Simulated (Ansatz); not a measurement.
# r2SCAN0/STO-3G run of BH3F− (SMILES [H][B-]([H])([H])F)

What is the vertical singlet–triplet gap of BH3F− at r2SCAN0/STO-3G? 

The calculation is run with Ansatz 0.2.0.

3 further runs of the same task are left out: 2 that didn't finish, 1 set aside as unsound or not needed.

## Step 1: The structure to begin with

BH3F−: 5 atoms, total charge -1, spin state singlet. SMILES: `[H][B-]([H])([H])F`. The shape is that of a GFN2-xTB optimisation.

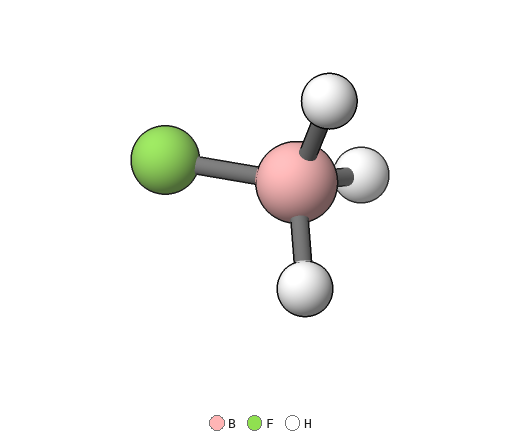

Viewed from a chosen angle; boron pink, fluorine green, hydrogen white.

## Step 2: A single-point energy at r2SCAN0/STO-3G

Input file job.yaml:

```yaml
crystal:
  periodic: [false, false, false]
  atoms:
    - {symbol: B, position_ang: [-0.000350, 0.000360, -0.057130]}
    - {symbol: F, position_ang: [0.012500, -0.020940, 1.389230]}
    - {symbol: H, position_ang: [1.160070, 0.011720, -0.454270]}
    - {symbol: H, position_ang: [-0.590550, 1.012650, -0.424140]}
    - {symbol: H, position_ang: [-0.581670, -1.003790, -0.453700]}
basis:
  gaussian: {orbitals: STO-3G}
hamiltonian: {xc: {name: r2SCAN0}}
accuracy: high
total_charge: -1
```

The run is started by

```console
ansatz run job.yaml --threads 1 --pin off --max-ram 2610MiB --events-out events.jsonl --progress --plain --runs-dir runs
```

What it wrote:

```text
Warning: RAYON_NUM_THREADS=1 ignored (pool sized by the plan → 1); use --threads N
Functional definition: r2SCAN0
  name "r2SCAN0"
  parameter a = 0.25
  parameter k0 = 0.174
  parameter k1 = 0.065
  parameter a1 = 4.9479
  exchange = (1 - a)*r2scan_x(k0 = k0, k1 = k1, a1 = a1) + a*exact_x
  correlation = r2scan_c
207 factors; integrals over basis functions are off by at most 2.4e-8 eV
mean field evaluation 1: about -3389.5892 eV, gradient 1.6e1 eV
mean field evaluation 2: about -3390.4108 eV, gradient 6.8e0 eV
mean field evaluation 4: about -3390.5950 eV, gradient 1.9e-1 eV
mean field evaluation 8: about -3390.5614 eV, gradient 6.4e-4 eV
mean field -3390.56140598 eV, -124.6008334645 hartree, gradient 4.3e-9 eV, S^2 0.000000; 0 other end points of the search recorded, 0 dependent functions left out
reference -3390.56140623 eV, -124.6008334739 hartree; 9, 9 occupied and 4, 4 virtual orbitals, 207 factors
Total energy: -3390.56140623 eV, -124.6008334739 hartree
```

Wall time 1.6 s (1 thread of Arm Neoverse V1, shared host); peak memory 0.12 GiB.

## Step 3: The triplet

Input file input.yaml:

```yaml
crystal:
  periodic: [false, false, false]
  atoms:
    - {symbol: B, position_ang: [-0.000350, 0.000360, -0.057130]}
    - {symbol: F, position_ang: [0.012500, -0.020940, 1.389230]}
    - {symbol: H, position_ang: [1.160070, 0.011720, -0.454270]}
    - {symbol: H, position_ang: [-0.590550, 1.012650, -0.424140]}
    - {symbol: H, position_ang: [-0.581670, -1.003790, -0.453700]}
basis:
  gaussian: {orbitals: STO-3G}
accuracy: high
magnetization: {spin_polarized: true, initial_magnetization: 2}
hamiltonian: {xc: {name: r2SCAN0}}
total_charge: -1
```

The run is started by

```console
ansatz run input.yaml --threads 1 --pin off --max-ram 2610MiB --events-out events.jsonl --progress --plain --runs-dir runs
```

What it wrote, cut to the lines that bear on the results:

```text
Warning: RAYON_NUM_THREADS=1 ignored (pool sized by the plan → 1); use --threads N
[... 8 set-up lines as earlier in the session ...]
207 factors; integrals over basis functions are off by at most 2.4e-8 eV
mean field evaluation 1: about -3366.6134 eV, gradient 3.5e1 eV
mean field evaluation 2: about -3368.6424 eV, gradient 2.2e1 eV
mean field evaluation 4: about -3377.4484 eV, gradient 3.5e0 eV
mean field evaluation 8: about -3377.5878 eV, gradient 1.5e-1 eV
mean field evaluation 16: about -3377.5880 eV, gradient 4.5e-3 eV
mean field evaluation 32: about -3377.5891 eV, gradient 1.9e-4 eV
mean field evaluation 64: about -3377.5897 eV, gradient 9.7e-2 eV
mean field -3377.58987358 eV, -124.1241384415 hartree, gradient 1.6e-8 eV, S^2 2.002163; 4 other end points of the search recorded, 0 dependent functions left out
reference -3377.58987410 eV, -124.1241384606 hartree; 10, 8 occupied and 3, 5 virtual orbitals, 207 factors
Total energy: -3377.58987410 eV, -124.1241384606 hartree
```

Run time: 31 s. Hardware: 1 thread of Arm Neoverse V1, shared host; peak memory 0.19 GiB.

## Step 4: What came out

At r2SCAN0/STO-3G:

| quantity | value |
| --- | --- |
| singlet: total energy | -124.60083 Eh |
| triplet: total energy | -124.12414 Eh |
| triplet: ⟨S²⟩ | 2.002 |
| vertical energy of the triplet above the singlet | 12.972 eV |

At this shape the triplet lies 12.97 eV (299 kcal/mol) above the singlet. For an anion a state so high probably lies above electron detachment. In a minimal basis such a difference can be off by several eV, whatever the method.
